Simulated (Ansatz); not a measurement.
## WC: response to strain

Start from WC (space group P-6m2, No. 187; a = 2.923 Å, c = 2.846 Å; relaxed with 0.1 eV smearing). Axes: x lies along a and z along c of the hexagonal cell.

Strains are applied to the cell and any free atomic positions relax; under biaxial strain the out-of-plane vector relaxes too.

The values are results of PBE (Ansatz, a program for electronic structure; PAW; 420 eV plane waves; scalar-relativistic without spin-orbit coupling), earlier PAW set, not measurements.

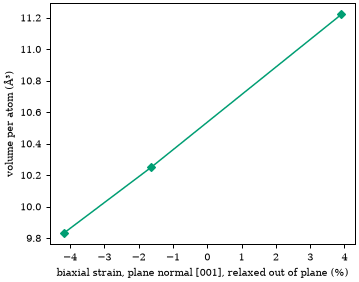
Figure: Volume per atom against biaxial strain, plane normal [001], relaxed out of plane

**Question.** From the plot, what is the volume per atom for biaxial strain −4.18 %, plane normal [001], relaxed out of plane?

**Answer.** About 9.8 Å³.

**Question.** Is the trend monotonic over the range shown?

**Answer.** Yes, it rises throughout, spanning 9.83 Å³ to 11.22 Å³.

No phonon test of stability was made. The final runs are not spin-polarised.
